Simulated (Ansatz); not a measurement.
Calculation: PBE (plane waves to 420 eV, PAW; Ansatz, a program for electronic structure).

Host crystal: monoclinic ZrO2, with a band gap (PBE, scalar-relativistic without spin-orbit coupling).

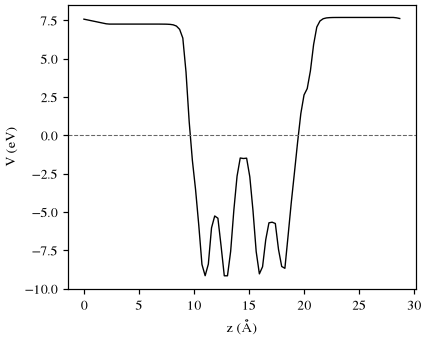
Figure: Electrostatic potential energy of an electron, averaged over planes parallel to the surface, in eV from the highest filled level, for Cl on the 1x1 (100) surface of monoclinic ZrO2 (cut with top plane 2 O), one in a 1x1 cell, started at the site 'hollow O-O-O over O at depth 6.9 Å'

Slab: 25 atoms, 9.4 Å thick at the start under the adsorbate (thin: gaps and levels are the slab's own); k 4x4x1, smearing 0.01 eV, dipole-corrected; 12 atoms held, the rest relaxed; no symmetry held; spin-polarised, ending with about 1.0 μB a cell; orders that need a larger cell were not tried, no spin-orbit, no U, no dispersion correction. At the end it is bonded to Zr. In PBE it is, or lies within 0.03 eV of, the lowest of the starts that converged.

The vacuum level lies 7.69 eV above the highest filled level over the top face and 7.25 eV above it under the bottom face.
